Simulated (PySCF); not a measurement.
# C2H5NOSi, SMILES `C[SiH](O)C#N`: electronic structure

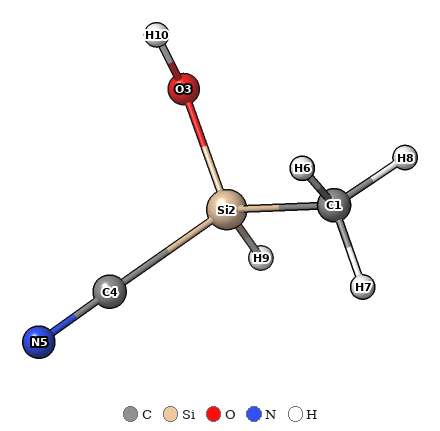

The molecule, with its atoms numbered as below. No frequency check shows the geometry to be a minimum.

Coordinates in Å:

```
C1       1.2011   -1.4672    0.2447
Si2      0.4011    0.1268   -0.4016
O3       0.9850    1.4731    0.2928
C4      -1.4312   -0.0432   -0.0260
N5      -2.5478   -0.1587    0.2025
H6       1.0260   -1.6073    1.3098
H7       0.8085   -2.3424   -0.2638
H8       2.2767   -1.4522    0.0884
H9       0.5720    0.4052   -1.8190
H10      1.0372    1.6098    1.2350
```

### 1. Excited states

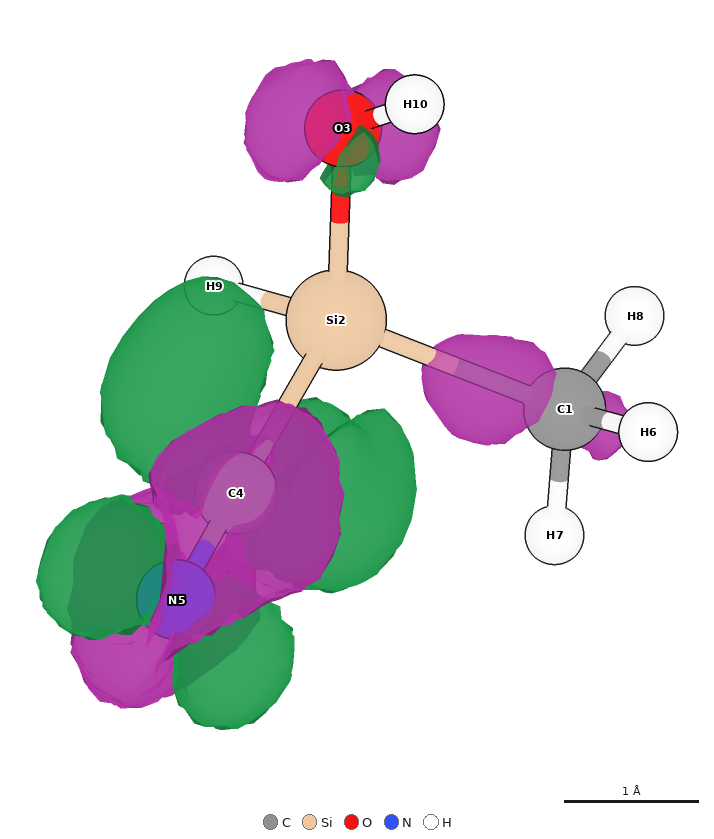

Unrelaxed difference density of S₃ less the ground state (TDA singlet states), ±0.03 e/Å³; green: gain, purple: loss.

PySCF calculation, CAM-B3LYP/cc-pVDZ, gas phase; geometry: GFN2-xTB. Without diffuse functions Rydberg states are missing, so the states' numbers hold for this basis only.

**How does the charge move on excitation?**

0.59 e is displaced in all, of which about 0.2 e passes between atoms: N5 (0.09 e) and O3 (0.04 e) lose electrons and Si2 (0.14 e) gains them. The state: 7.69 eV (161 nm), f = 0.005; the leading pair carries 72 %; hole on N5 (42 %), C4 (34 %) and O3 (8 %), electron on N5 (33 %), C4 (32 %) and Si2 (20 %) (shares are of the whole state, not of the leading pair alone); their centroids lie 0.2 Å apart; S₄ lies within 0.1 eV of it.

### 2. Removing or adding an electron

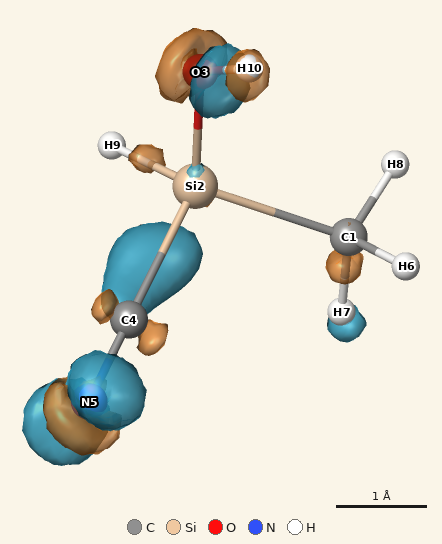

Fukui function f⁺ = ρ(N+1) − ρ(N) at fixed geometry, surfaces at ±0.02 e/Å³ (light blue positive, orange negative).

PySCF calculation, PBE/6-311+G**, gas phase; geometry: GFN2-xTB.

**On which atoms does the density change most on addition of an electron?**

f⁺ (Hirshfeld-condensed) is largest on Si2 (0.23) and H10 (0.21); the vertical electron affinity is −0.29 eV (the stability of the anion's solution wasn't checked; negative: at this level and geometry the extra electron isn't bound, and the finite basis holds it). Condensed values hint at sites of nucleophilic attack but needn't mark the atom that reacts. Shares this close don't rank the sites. Orbital relaxation makes it negative in places (0.09 e in all).

```tsv
atom	f⁺	charge
C1	+0.07	−0.19
Si2	+0.23	+0.45
O3	+0.07	−0.28
C4	+0.07	−0.04
N5	+0.11	−0.20
H6	+0.06	+0.05
H7	+0.05	+0.05
H8	+0.06	+0.05
H9	+0.05	−0.06
H10	+0.21	+0.18
```

### 3. Localised orbitals

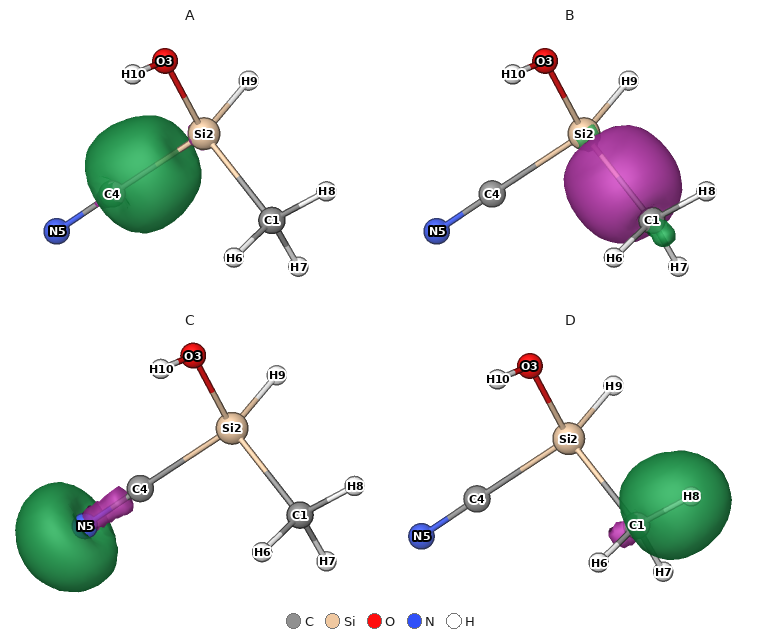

Pipek–Mezey orbitals, occupied; each surface holds about 70 % of the orbital's density. Energies are diagonal elements of the Fock matrix.

Computed with PySCF, HF/def2-SVPD, geometry: GFN2-xTB.

**Identify each orbital.**

By panel:
- A: σ bond C4–Si2 (C4 69 %, Si2 30 %; −19.3 eV)
- B: σ bond C1–Si2 (C1 62 %, Si2 38 %; −17.0 eV)
- C: lone pair on N5 (sp1-type) (N5 99 %; −16.6 eV)
- D: σ bond C1–H8 (C1 55 %, H8 44 %; −18.4 eV)

**How do all the valence pairs divide up?**

14 pairs: 9 σ bonds, 3 lone pairs and 2 two-centre π bonds.
